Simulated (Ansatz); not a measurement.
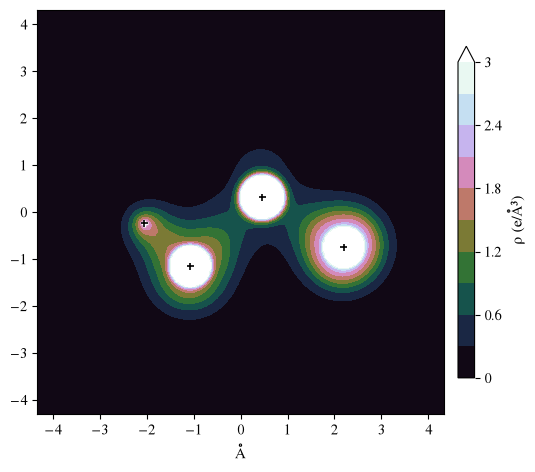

The total electron density on a plane through atoms (crosses mark nuclei in the plane).

The calculation used RKS PBE0-D4/def2-TZVPP (Ansatz).

Candidates:
A. BClFH$_{3}$Si (SMILES FB[SiH2]Cl)
B. CH$_{4}$Cl$_{2}$SSi (SMILES C[Si](S)(Cl)Cl)
C. C$_{2}$H$_{4}$OSn

Which candidate gave the map?

Candidate B: CH$_{4}$Cl$_{2}$SSi on the plane of atoms S3, Si2 and Cl4, which holds Si, S, Cl and H. Si–Cl (2.04 Å): the density is about 0.93 e/Å³ at the midpoint. Si–S (2.12 Å): ρ is about 0.87 e/Å³ halfway.
